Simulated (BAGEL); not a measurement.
# A workflow on singlet [SnH2ClO2]+

Wanted: a single-point energy (singlet [SnH2ClO2]+, HF/ANO-RCC-VDZP), then a single-point energy (doublet SnH2ClO2, NEVPT2(3,2)/ANO-RCC-VDZP) of ClH2O2Sn. 

The calculation is run with BAGEL 1.2.2.

**1. The system as given**

[SnH2ClO2]+: 6 atoms, total charge +1, spin state singlet. As SMILES of the parent species, `[OH][Sn]([OH])[Cl]`. The Sn2–H5 distance was set to 3.514 Å, away from the relaxed value. That shape belongs to the parent species and isn't relaxed for this state. At this shape a bond of the SMILES string is far longer than usual.

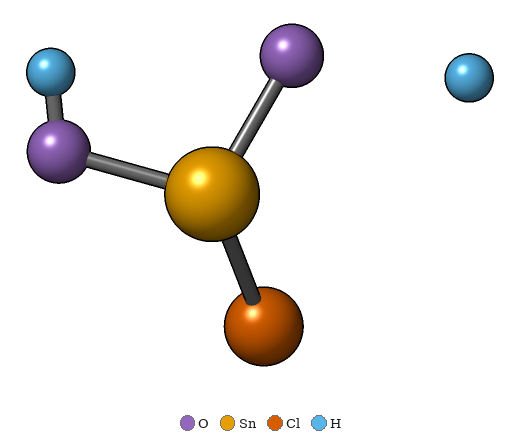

Viewed from a chosen angle; oxygen purple, tin amber, chlorine orange, hydrogen blue.

**2. A single-point energy at HF/ANO-RCC-VDZP (DKH2, density fitting with AutoAux) (run 1)**

calc.json

```json
{ "bagel": [

{
  "title": "molecule",
  "basis": "ano-rcc-vdzp.json",
  "df_basis": "ano-rcc-vdzp-autoaux.json",
  "angstrom": "true",
  "dkh": "true",
  "geometry": [
    { "atom": "O", "xyz": [       0.508490,       1.054830,       0.569960 ] },
    { "atom": "Sn", "xyz": [       1.327690,      -0.663870,       0.068560 ] },
    { "atom": "O", "xyz": [       2.212390,      -1.193570,       1.735960 ] },
    { "atom": "Cl", "xyz": [      -0.372310,      -2.222770,      -0.378340 ] },
    { "atom": "H", "xyz": [      -1.182700,       1.666400,      -0.718500 ] },
    { "atom": "H", "xyz": [       2.327990,      -0.433470,       2.317460 ] }
  ]
},

{
  "title": "hf",
  "charge": 1
},

{
  "title": "print",
  "file": "orbitals.molden",
  "orbitals": "true"
}

]}
```

The basis set ANO-RCC-VDZP is read from a file made from the Basis Set Exchange's data (not shown).

Launch:

```console
$ BAGEL_NUM_THREADS=1 BAGEL calc.json > calc.out
```

Log:

```text
* using 1 threads per process

  ===============================================================
  ===============================================================

  *** Geometry ***

  { "atom" : "O", "xyz" : [      0.960907,      1.993340,      1.077068 ] },
  { "atom" : "Sn", "xyz" : [      2.508970,     -1.254532,      0.129560 ] },
  { "atom" : "O", "xyz" : [      4.180811,     -2.255520,      3.280489 ] },
  { "atom" : "Cl", "xyz" : [     -0.703564,     -4.200427,     -0.714959 ] },
  { "atom" : "H", "xyz" : [     -2.234979,      3.149040,     -1.357768 ] },
  { "atom" : "H", "xyz" : [      4.399264,     -0.819140,      4.379365 ] },

  Number of auxiliary basis functions:     1133

  Since a DF basis is specified, we compute 2- and 3-index integrals:
    o Being stored without compression. Storage requirement is 0.089 GB

  Number of basis functions:       99
  Number of electrons      :       85

    * METHOD: MOLECULE                             2.64

  *** RHF ***

  === Nuclear Repulsion ===
   490.3524750677

      * DIIS with orbital gradients will be used.

  === RHF iteration (ano-rcc-vdzp.json) ===
      0      -6783.30042528          0.02726530           0.58
      1      -6782.22685613          0.04345505           0.58
      2      -6783.80743535          0.01033582           0.59
      3      -6783.88474696          0.00197345           0.58
      4      -6783.88986254          0.00059759           0.58
      5      -6783.89069890          0.00039182           0.58
      6      -6783.89104802          0.00019896           0.58
      7      -6783.89119496          0.00008328           0.58
      8      -6783.89123458          0.00005910           0.59
      9      -6783.89126685          0.00002805           0.59
     10      -6783.89127484          0.00001497           0.59
     11      -6783.89127659          0.00000961           0.58
     12      -6783.89127724          0.00000624           0.59
     13      -6783.89127768          0.00000451           0.59
     14      -6783.89127780          0.00000182           0.58
     15      -6783.89127784          0.00000118           0.58
     16      -6783.89127785          0.00000073           0.58
     17      -6783.89127786          0.00000048           0.59
     18      -6783.89127786          0.00000031           0.58
     19      -6783.89127786          0.00000016           0.58
     20      -6783.89127786          0.00000011           0.58
     21      -6783.89127786          0.00000010           0.58
     22      -6783.89127786          0.00000005           0.58
     23      -6783.89127786          0.00000004           0.58
     24      -6783.89127786          0.00000003           0.58
     25      -6783.89127786          0.00000001           0.58
     26      -6783.89127786          0.00000001           0.58
    * SCF iteration converged.

    * Permanent dipole moment:
           (    0.509049,    -1.739571,     1.932802) a.u.

    * METHOD: HF                                  17.71

    * METHOD: PRINT                                0.03

  ===============================================================
```

It took 21 s on 1 thread of Arm Neoverse V1, shared host; peak memory 0.35 GiB.

**3. Doublet neutral SnH2ClO2: a single-point energy at NEVPT2(3,2)/ANO-RCC-VDZP (DKH2, density fitting with AutoAux) (run 2)**

input.json

```json
{ "bagel" : [

{
  "title" : "molecule",
  "basis" : "ano-rcc-vdzp.json",
  "df_basis" : "ano-rcc-vdzp-autoaux.json",
  "angstrom" : true,
  "dkh" : true,
  "geometry" : [
    { "atom" : "O", "xyz" : [    0.508490,    1.054830,    0.569960 ] },
    { "atom" : "Sn", "xyz" : [    1.327690,   -0.663870,    0.068560 ] },
    { "atom" : "O", "xyz" : [    2.212390,   -1.193570,    1.735960 ] },
    { "atom" : "Cl", "xyz" : [   -0.372310,   -2.222770,   -0.378340 ] },
    { "atom" : "H", "xyz" : [   -1.182700,    1.666400,   -0.718500 ] },
    { "atom" : "H", "xyz" : [    2.327990,   -0.433470,    2.317460 ] }
  ]
},
{
  "title" : "hf",
  "charge" : 1
},
{
  "title" : "casscf",
  "nstate" : 1,
  "nact" : 2,
  "nclosed" : 41,
  "nspin" : 1,
  "active" : [42, 43],
  "maxiter" : 200,
  "natocc" : true
},
{
  "title" : "nevpt2",
  "nstate" : 1,
  "nact" : 2,
  "nclosed" : 41,
  "nspin" : 1,
  "active" : [42, 43],
  "maxiter" : 200,
  "natocc" : true,
  "ncore" : 25
},
{
  "title" : "print",
  "file" : "orbitals.molden",
  "orbitals" : true
}

]}
```

The basis set ANO-RCC-VDZP is read from a file made from the Basis Set Exchange's data (not shown).

Launch:

```console
$ BAGEL_NUM_THREADS=1 BAGEL input.json > input.out
```

Log:

```text
* using 1 threads per process

  ===============================================================
  ===============================================================

  *** Geometry ***

  { "atom" : "O", "xyz" : [      0.960907,      1.993340,      1.077068 ] },
  { "atom" : "Sn", "xyz" : [      2.508970,     -1.254532,      0.129560 ] },
  { "atom" : "O", "xyz" : [      4.180811,     -2.255520,      3.280489 ] },
  { "atom" : "Cl", "xyz" : [     -0.703564,     -4.200427,     -0.714959 ] },
  { "atom" : "H", "xyz" : [     -2.234979,      3.149040,     -1.357768 ] },
  { "atom" : "H", "xyz" : [      4.399264,     -0.819140,      4.379365 ] },

  Number of auxiliary basis functions:     1133

  Since a DF basis is specified, we compute 2- and 3-index integrals:
    o Being stored without compression. Storage requirement is 0.089 GB

  Number of basis functions:       99
  Number of electrons      :       85

    * METHOD: MOLECULE                             2.65

  *** RHF ***

  === Nuclear Repulsion ===
   490.3524750677

      * DIIS with orbital gradients will be used.

  === RHF iteration (ano-rcc-vdzp.json) ===
      0      -6783.30042528          0.02726530           0.56
      1      -6782.22685613          0.04345505           0.56
      2      -6783.80743535          0.01033582           0.56
      3      -6783.88474696          0.00197345           0.56
      4      -6783.88986254          0.00059759           0.56
      5      -6783.89069890          0.00039182           0.56
      6      -6783.89104802          0.00019896           0.57
      7      -6783.89119496          0.00008328           0.56
      8      -6783.89123458          0.00005910           0.56
      9      -6783.89126685          0.00002805           0.56
     10      -6783.89127484          0.00001497           0.56
     11      -6783.89127659          0.00000961           0.56
     12      -6783.89127724          0.00000624           0.56
     13      -6783.89127768          0.00000451           0.56
     14      -6783.89127780          0.00000182           0.56
     15      -6783.89127784          0.00000118           0.56
     16      -6783.89127785          0.00000073           0.56
     17      -6783.89127786          0.00000048           0.56
     18      -6783.89127786          0.00000031           0.56
     19      -6783.89127786          0.00000016           0.56
     20      -6783.89127786          0.00000011           0.56
     21      -6783.89127786          0.00000010           0.56
     22      -6783.89127786          0.00000005           0.56
     23      -6783.89127786          0.00000004           0.57
     24      -6783.89127786          0.00000003           0.56
     25      -6783.89127786          0.00000001           0.56
     26      -6783.89127786          0.00000001           0.56
    * SCF iteration converged.

    * Permanent dipole moment:
           (    0.509049,    -1.739571,     1.932802) a.u.

    * METHOD: HF                                  17.10

  ---------------------------
      CASSCF calculation
  ---------------------------

    ==== Active orbitals : =====
         Orbital 42
         Orbital 43
    ============================

    * nstate   :      1
    * nclosed  :     41
    * nact     :      2
    * nvirt    :     56
  === CASSCF iteration (ano-rcc-vdzp.json) ===

    * Using the second-order algorithm

      0  0     -6784.18829431     1.02e-02      0.16

      1  0     -6784.25318082     3.41e-03      3.22

      2  0     -6784.26833290     1.10e-03      3.10

      3  0     -6784.26796650     6.11e-02      3.11

      4  0     -6784.26922935     1.17e-03      7.13

      5  0     -6784.26924140     6.71e-04      4.01

      6  0     -6783.67374623     1.44e+00      6.33

  ERROR: EXCEPTION RAISED:  max size reached in AugHess
```

Run time: 61 s. Hardware: 1 thread of Arm Neoverse V1, shared host; peak memory 0.38 GiB.

The iterations ended before the threshold was met.

**4. What came out**

| quantity | value |
| --- | --- |
| run 1, HF/ANO-RCC-VDZP: total energy | -6783.89128 Eh |
| run 1, HF/ANO-RCC-VDZP: HOMO energy | -17.15 eV |
| run 1, HF/ANO-RCC-VDZP: LUMO energy | -8.06 eV |
| run 1, HF/ANO-RCC-VDZP: HOMO–LUMO gap | 9.10 eV |
| doublet neutral SnH2ClO2 | no result (not converged) |

1 of the 2 runs did not end normally.
